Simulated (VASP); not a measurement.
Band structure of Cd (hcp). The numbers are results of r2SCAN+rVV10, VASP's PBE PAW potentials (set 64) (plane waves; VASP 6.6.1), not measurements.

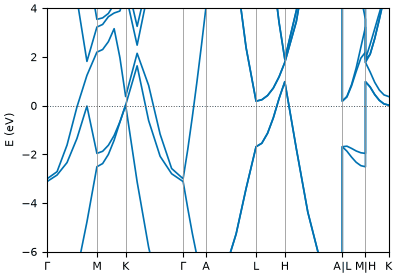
Bands along high-symmetry lines, zero at the valence-band maximum or, without a gap, the Fermi level

Question: Read the plot: is there a gap, and where are the band edges?

Answer: It has no gap at this level: it comes out as a metal or semimetal.

The compound is Cd in the hcp structure. It was relaxed first.
